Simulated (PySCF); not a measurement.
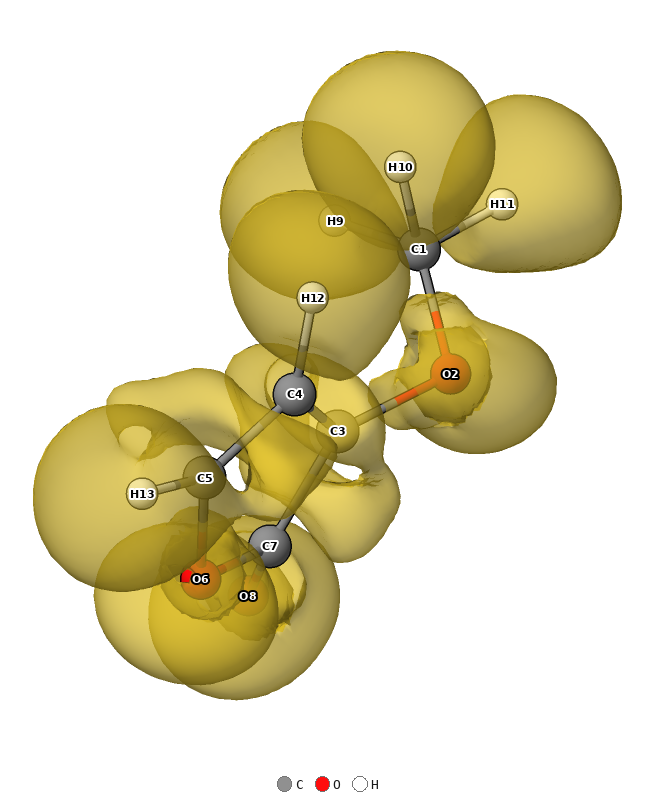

Figure 1: C5H5O3 (SMILES COc1ccoc1[O-]) (charge −1). Isosurface of the ELF at 0.75 (yellow), seen at an oblique angle. Only the valence region is drawn (cores and ρ < 0.01 e/Å³ removed).

Geometry: GFN2-xTB, MD frame at 250 fs, 600 K.

Computed with PBE0/pcSseg-1, SCF density, gas phase, non-relativistic (PySCF 2.14.0).

```yaml
atoms:
  - { symbol: C, position_ang: [-2.5115, 0.3457, 0.3925] }
  - { symbol: O, position_ang: [-1.4685, 1.0656, 0.8194] }
  - { symbol: C, position_ang: [-0.2986, 0.4364, 0.2680] }
  - { symbol: C, position_ang: [0.1778, -0.9066, 0.7252] }
  - { symbol: C, position_ang: [1.3966, -1.1516, 0.2578] }
  - { symbol: O, position_ang: [1.8073, 0.0860, -0.3459] }
  - { symbol: C, position_ang: [0.7563, 0.9987, -0.4666] }
  - { symbol: O, position_ang: [0.7550, 1.8961, -1.2737] }
  - { symbol: H, position_ang: [-2.7590, 0.2124, -0.7091] }
  - { symbol: H, position_ang: [-2.7679, -0.7635, 0.7007] }
  - { symbol: H, position_ang: [-3.4531, 0.8736, 0.7234] }
  - { symbol: H, position_ang: [-0.4806, -1.7036, 1.1403] }
  - { symbol: H, position_ang: [2.1715, -1.9655, 0.2859] }
```

### Where are the electrons localised?

The surface consists of five regions around hydrogen nuclei, one region on C in which the atom's valence shell and bonds are merged and three regions on O in which the atom's valence shell and bonds are merged.

Values along the shortest contacts:
C–O (1.21 Å): the ELF peaks at about 0.85 between the atoms; a short, multiple covalent bond. C–C (1.33 Å): the ELF peaks at about 0.95 between the atoms: a multiple bond.
